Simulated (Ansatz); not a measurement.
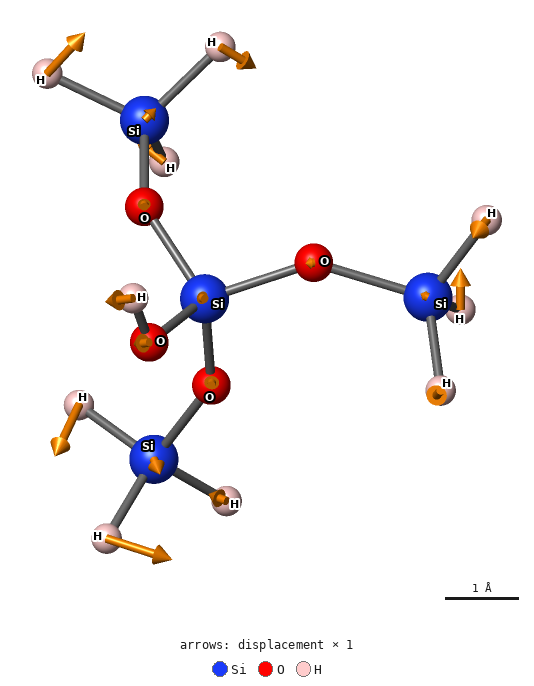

This is a relaxation of Si4H10O4. The starting structure is drawn; orange arrows show the displacements, at their true length. The two geometries are superimposed by the best rigid fit.

A ball-and-stick model, seen from a free direction.

It is one of the separated products of a reaction.

Computed with Ansatz, RKS PBE0-D4/def2-TZVP. (force threshold 0.005 eV/Å; at most 200 steps)

Describe the change and its energy.

Answer. The atom that moves furthest after the best rigid fit is an H atom (1.06 Å). Largest moves by element: H 1.06 Å, O 0.34 Å, Si 0.28 Å. Bond angles that change, for instance: Si–O–Si 147.8° → 142.8°. Groups turn about O–Si by about 40°, O–Si by about 30°. The energy falls by 0.50 kJ/mol in 43 geometry steps. Largest force component: 0.084 eV/Å at the start, 0.0034 eV/Å at the end. The forces were under the threshold at step 6, but the run went on from there.
